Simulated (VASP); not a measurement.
Band structure of Cu$_{2}$As (space group P4/nmm). Level of theory: PBEsol GGA, VASP's PBE PAW potentials (set 64) (plane waves; VASP).

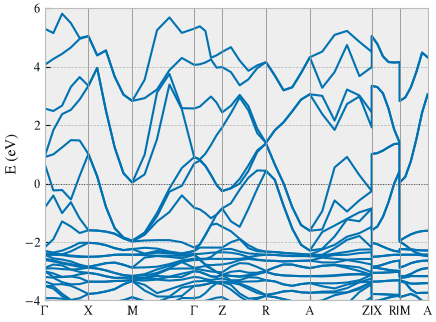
Figure. Bands along high-symmetry lines, zero at the valence-band maximum or, without a gap, the Fermi level

### Question
Read the plot: is there a gap, and where are the band edges?

### Answer
It has no gap at this level: it comes out as a metal or semimetal.

The structure comes from a measured Cu2As entry of the Crystallography Open Database, whose conditions weren't checked. The cell was not relaxed at this level.
